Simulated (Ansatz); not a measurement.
## Lattice dynamics of SrAlH3 (Pm-3m)

Wanted: vibrations and spectra of SrAlH3 (Pm-3m); the cell is already relaxed. After the zone centre comes a 4×4×4 q mesh on a 8×8×8 k mesh.

Program: Ansatz 0.2.0. Level of theory: DFT PBEsol, scalar-relativistic, plane waves, PAW; PAW set soft_1. Results are calculated unless marked as measured.

## Step 1: The starting structure

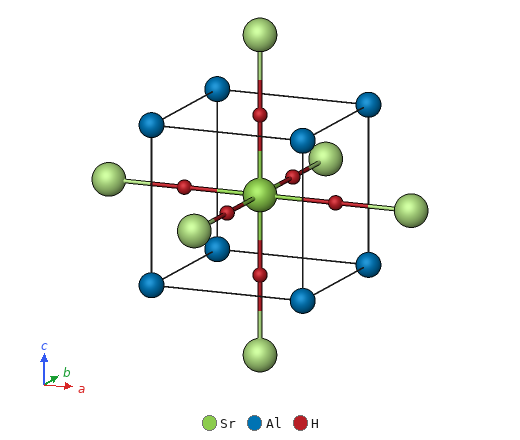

Start, viewed slightly off an axis; strontium green, aluminium blue, hydrogen red. Some periodic images of atoms are drawn too.

As a file:

```cif
data_structure
_symmetry_space_group_name_H-M 'P 1'
_symmetry_Int_Tables_number 1
_cell_length_a 4.4956
_cell_length_b 4.4956
_cell_length_c 4.4956
_cell_angle_alpha 90.000
_cell_angle_beta 90.000
_cell_angle_gamma 90.000
_cell_volume 90.86
loop_
_atom_site_label
_atom_site_type_symbol
_atom_site_fract_x
_atom_site_fract_y
_atom_site_fract_z
_atom_site_occupancy
Sr1 Sr 0.50000 0.50000 0.50000 1
Al2 Al 0.00000 0.00000 0.00000 1
H3 H 0.00000 0.50000 0.50000 1
H4 H 0.50000 0.50000 0.00000 1
H5 H 0.50000 0.00000 0.50000 1
```

## Step 2: Zone-centre response

The cell comes from relaxations at this level that are not shown. The zone centre comes first: it holds the modes that light can see, as far as symmetry allows. No field response is asked, since the mesh shows no gap.

Contents of input.yaml:

```yaml
crystal:
  lattice:
    - [4.4956135358, 0.0, 0.0]
    - [0.0, 4.4956135358, 0.0]
    - [0.0, 0.0, 4.4956135358]
  atoms:
    - { symbol: Sr, position: [0.5, 0.5, 0.5] }
    - { symbol: Al, position: [0.0, 0.0, 0.0] }
    - { symbol: H, position: [0.0, 0.5, 0.5] }
    - { symbol: H, position: [0.5, 0.5, 0.0] }
    - { symbol: H, position: [0.5, 0.0, 0.5] }
kpoints:
  mp_grid: { grid: [8, 8, 8] }
hamiltonian:
  xc: pbesol
  pseudopotentials: { kind: paw, azcp: { folder: soft_1 }, xc_functional: pbe }
scf:
  occupations: { method: methfessel_paxton, width: 0.2 }
output:
  eigenvalues: true
phonons:
  method: dfpt
```

The run is started by

```bash
$ ansatz run input.yaml --threads 4 --pin off --max-ram 10240MiB --backend cpu --events-out ev --progress --plain --runs-dir out
```

Numbers of over 12 decimals in the logs are rounded to 6 here.

The program printed:

```text
zone centre: on kpoints.mp_grid the ground state, and the responses unless they are solved on pairs of k-points, stand on 125 of the mesh's 512 k-points, reduced under 8 symmetry operations, with k and −k counted as one. Each operation leaves every solved displacement unchanged or reverses it
Engine: ansatz 0.2.0, aarch64-unknown-linux-gnu
Pseudopotentials: kind: paw
Pseudopotential: Sr, paw, valence charge 10, recommended cutoff 420 eV (normal), soft_1/Sr.paw.azcp
Pseudopotential: Al, paw, valence charge 3, recommended cutoff 420 eV (normal), soft_1/Al.paw.azcp
Pseudopotential: H, paw, valence charge 1, recommended cutoff 420 eV (normal), soft_1/H.paw.azcp
Functional definition: PBEsol
  exchange = pbesol_x
  correlation = pbesol_c
Crystal: 5 atoms, lattice volume = 90.859 Å³
Basis set: ecut = 420 eV, 1791 PW (Γ), exchange–correlation on 64×64×64 points (8 copies of the dense FFT grid, shifted against one another)
Bands: 13, of which v1, the nominal top of the filled ones, is band 8 counted from 1 (7 counted from 0)
Symmetry: 48 space group operations
k-points: 125 of 512 (irreducible under 8 space group operations)
Non-local potential: Sr, projectors of the file, l = 0: 3, l = 1: 2, l = 2: 2
Non-local potential: Al, projectors of the file, l = 0: 2, l = 1: 2, l = 2: 1
Non-local potential: H, projectors of the file, l = 0: 2, l = 1: 1
PAW form: soft (Blöchl's): semilocal exchange-correlation on the pseudo side does not see the compensation charge
PAW frozen core: Sr, regenerated for the run's functional, and the local potential with it (the file was generated under x = pbe(κ = 0.804, μ = 0.219515), c = pbe(β = 0.066725))
PAW frozen core: Al, regenerated for the run's functional, and the local potential with it (the file was generated under x = pbe(κ = 0.804, μ = 0.219515), c = pbe(β = 0.066725))
PAW one-centre angular grid: Sr, 110 points (default); XC on 64 Gauss nodes
PAW one-centre angular grid: Al, 110 points (default); XC on 64 Gauss nodes
PAW one-centre angular grid: H, 110 points (default); XC on 64 Gauss nodes
Initial density: superposition of atomic densities (chi_scale 0.1, normalization cell, long waves kept (reshape's long-wave potential 0.00 eV rms))
Initial wavefunctions: pseudopotential atomic-orbital guess
Functional: x = pbesol(κ = 0.804, μ = 0.123457), c = pbesol(β = 0.046)
SCF iter   1: F=—  HF=-4064.007312 eV  |F-HF|=—  |Δ(HF+E_count)|=         —  Δρ=5.72e-2  dr2=5.26e0  ethr=3.10e-3  ⟨swp⟩=7.9  Hψ=13163  notcnv=0
preconditioner: auto → Kerker (q_TF=auto, 2.043 Å⁻¹)  [metal: Δε(μ)=0.049 eV  Ē_g=6.432 eV  σ=0.200 eV  W_gap=0.20  n_scr=18 (ndim 8)  ℏωp=11.0 eV  f_vac=0.000  D(μ)=0.05/eV (n_scr^D=0)]
SCF iter   2: F=—  HF=-4062.729723 eV  |F-HF|=—  |Δ(HF+E_count)|=    1.28e0  S|Δr|=    0.00e0  Δρ=2.85e-2  dr2=1.86e0  ethr=3.10e-3  ⟨swp⟩=2.8  Hψ=3653  notcnv=0  defer=96
preconditioner: auto → Resta (q_TF=auto, 2.043 Å⁻¹)  ε∞=4.3  [insulator: Δε(μ)=0.224 eV  Ē_g=6.094 eV  σ=0.200 eV  W_gap=0.67  n_scr=18 (ndim 8)  ℏωp=11.0 eV  f_vac=0.000  D(μ)=0.06/eV (n_scr^D=0)  ε∞_Penn≈4.3]
SCF iter   3: F=—  HF=-4062.085413 eV  |F-HF|=—  |Δ(HF+E_count)|=   6.44e-1  S|Δr|=    0.00e0  Δρ=7.91e-3  dr2=4.25e-2  ethr=3.10e-3  ⟨swp⟩=3.1  Hψ=3041  notcnv=0  defer=96
SCF iter   4: F=—  HF=-4062.076827 eV  |F-HF|=—  |Δ(HF+E_count)|=   8.59e-3  S|Δr|=    0.00e0  Δρ=1.87e-3  dr2=8.99e-3  ethr=2.66e-4  ⟨swp⟩=2.6  Hψ=3118  notcnv=0  defer=99
SCF iter   5: F=—  HF=-4062.074390 eV  |F-HF|=—  |Δ(HF+E_count)|=   2.44e-3  S|Δr|=    0.00e0  Δρ=4.16e-4  dr2=2.81e-4  ethr=5.62e-5  ⟨swp⟩=2.0  Hψ=1963  notcnv=0  defer=99
SCF iter   6: F=—  HF=-4062.074344 eV  |F-HF|=—  |Δ(HF+E_count)|=   4.62e-5  S|Δr|=    0.00e0  Δρ=6.05e-5  dr2=6.54e-6  ethr=1.76e-6  ⟨swp⟩=2.0  Hψ=1990  notcnv=0  defer=99
SCF iter   7: F=—  HF=-4062.074345 eV  |F-HF|=—  |Δ(HF+E_count)|=   1.72e-6  S|Δr|=    0.00e0  Δρ=2.20e-5  dr2=8.16e-7  ethr=4.09e-8  ⟨swp⟩=2.4  Hψ=2457  notcnv=0  defer=99
SCF iter   8: F=—  HF=-4062.074346 eV  |F-HF|=—  |Δ(HF+E_count)|=   5.46e-7  S|Δr|=    0.00e0  Δρ=2.75e-6  dr2=1.29e-8  ethr=5.10e-9  ⟨swp⟩=2.2  Hψ=1872  notcnv=0  defer=99
SCF iter   9: F=—  HF=-4062.074346 eV  |F-HF|=—  |Δ(HF+E_count)|=   4.79e-9  S|Δr|=    0.00e0  Δρ=4.35e-7  dr2=5.41e-11  ethr=8.08e-11  ⟨swp⟩=2.1  Hψ=2154  notcnv=0  defer=99
SCF iter  10: F=-4062.074346 eV  HF=-4062.074346 eV  |F-HF|=1.36e-12  |Δ(HF+E_count)|=  5.55e-11  S|Δr|=    0.00e0  Δρ=7.05e-8  dr2=5.20e-12  ethr=1.00e-12  ⟨swp⟩=14.5  Hψ=12719  notcnv=0
SCF 1 converged in 10 iterations: F = -4062.074346 eV  dr2 = 5.20e-12
  greatest PAW one-centre occupation: 0.987 electrons in one spin orbital (limit 2), on the Sr atom at site 0 (counted from 0), in its partial waves of l = 0
DFPT response loops at Γ: preconditioner auto → Kerker (q_TF=auto, 2.043 Å⁻¹) (partly filled bands, converged f_vac=0.000); β = 1.00, the filter's whole step (`scf.mixing.beta` (0.50) is not read by the response loops under this deck's `scf.mixing.preconditioner`; to damp them name `kerker` or `kerker_dos`, under which they read `scf.mixing.beta`, and type it under 1.00, their step now; both keys bind the ground state too); Broyden in place of MSR1
SCF converged after 10 iterations
Stability not checked: this state was not tested for a lower state beside it, because cold or Methfessel-Paxton smearing, or corrected tetrahedra, fill the levels in a way that the test cannot read (fill_not_monotonic; see scf.lower_state_search)
Free energy (F): -4062.074346 eV
Harris-Foulkes:  -4062.074346 eV  (|F-HF|=1.36e-12)
Internal energy: -4062.075336 eV  (E = F + TS)
E sigma→0 (E₀):  -4062.074594 eV
Entropy (-TS):   0.000991 eV (0.198 meV/atom)
Fermi energy:    2.811716 eV
Step filling:    the computed levels leave a gap of 0.1422 eV = 0.7 smearing widths at the electron count; against every level under it full and every level over it empty, smearing changes F+E_penalty+E_count by +0.604 meV and its σ→0 estimate by +0.356 meV
--- Per-component energies (eV) ---
  E_band       = -134.606299
  E_kinetic    = 288.596784
  E_local      = -890.089990  (includes V_loc(G=0)·N_el)
  E_nonlocal   = 247.415786
  E_hartree    = 240.560361
  E_xc         = -233.166109
  E_vxc        = -213.304453  (∫ρ·V_xc dr)
  E_paw        = -3097.948180  (= ΣΔE_a)
  E_vpaw       = -48.342420  (= ΣTr[D̂ρ^β])
  E_aug_tail   = -0.002764  (compensation charges beyond the density's cutoff)
  E_ewald      = -617.594712
  E_core_change = 0.153487  (= ΣΔE_core)
  E_smearing   = 0.000991  (= −TS)
  E_closure    = -0.000000  (closes the sum)
  Σ components = -4062.074346   (vs F -4062.074346, Δ=0.00e0)
--- Band table (eV; the first three rows and the last of 125) ---
  k-point 0: bands = [... 4 lower, -3.0198, 0.7202, 0.7202, 2.7485, 5.0527, 5.0527, 5.0527, 8.7194, ... 1 higher]
  k-point 1: bands = [... 4 lower, -2.8945, 0.7115, 0.7486, 2.4747, 5.0367, 5.0367, 5.3855, 8.6971, ... 1 higher]
  k-point 2: bands = [... 4 lower, -2.5352, 0.3797, 0.8199, 2.3683, 4.9926, 4.9926, 5.9379, 8.7326, ... 1 higher]
  k-point 124: bands = [... 4 lower, 0.0213, 1.8419, 1.8419, 1.8419, 2.6901, 2.6901, 2.6901, 8.6194, ... 1 higher]
--- Phonons (Γ-DFPT): 4 representative perturbations + reference, on 125 of 512 k-points (Σ response iterations 12) ---
  k mesh reduced under 8 symmetry operations, with k and −k counted as one. Each operation leaves every solved displacement unchanged or reverses it
  ASR residual: 1.522e-4 → 0.000e0 eV/Å²; symmetrization residual: 5.913e-7 eV/Å²
  ASR residual per site (eV/Å²): 1.52e-4 1.60e-5 2.92e-5 2.92e-5 2.92e-5
  Γ frequencies (cm⁻¹): -603.98 -603.98 -603.98 -505.00 -505.00 -505.00 0.00 0.00 0.00 101.58 101.58 101.58 1383.05 1383.05 1383.05
  non-analytic LO–TO correction: not included (Born effective charges unavailable; polar crystals: no LO–TO splitting at Γ)
```

Wall time 16 s (4 threads of Arm Neoverse V1, shared host); peak memory 0.69 GiB; 59 s of CPU time.

Numbers from this step:

```yaml
volume_per_atom: 18.17 Å³
gap_on_the_k_mesh: 0 eV
sum_rule_residual_before_enforcement: 1.52e-4 eV/Å²
point_group: m-3m
highest_optical_mode_at_the_zone_centre_no_lo_to_term: 1383 cm⁻¹
lowest_optical_zone_centre_mode: -604.0 cm⁻¹
```

Patterns of degenerate modes are one choice out of their space. The modes at Γ (shares of kinetic energy by element, %) (negative means imaginary):

```
mode  frequency (cm⁻¹)  symmetry  Sr %  Al %  H %
   1            -604.0       T1u     0     5   95
   2            -604.0       T1u     0     5   95
   3            -604.0       T1u     0     5   95
   4            -505.0       T2u     0     0  100
   5            -505.0       T2u     0     0  100
   6            -505.0       T2u     0     0  100
   7               0.0  acoustic    74    23    3
   8               0.0  acoustic    74    23    3
   9               0.0  acoustic    74    23    3
  10             101.6       T1u    24    73    3
  11             101.6       T1u    24    73    3
  12             101.6       T1u    24    73    3
  13            1383.0       T1u     1     0   99
  14            1383.0       T1u     1     0   99
  15            1383.0       T1u     1     0   99
```

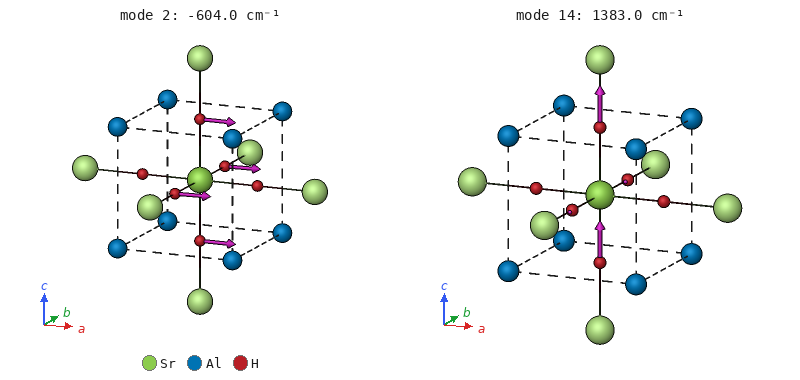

Displacement patterns of modes 2 and 14 at Γ; arrows are exaggerated. Some periodic images of atoms are drawn too.

Before it was imposed, the acoustic sum rule was missed by 1.5e-4 eV/Å². Small misses are needed for a sound result but don't prove that mesh and cutoff are converged. The lowest optical mode is imaginary, 604.0i cm⁻¹, so the energy falls along it.

(Part 1 of 2 ends here.)

[Logs are printed without paths, hosts, clocks, repeated set-up lines and the standing remarks that a program may print on its own settings, such as how far it seeks lower states.]

[Hosts, paths, dates, database ids (printed as entryN), source tags and the programs' standing remarks are cut or masked in the printed files.]
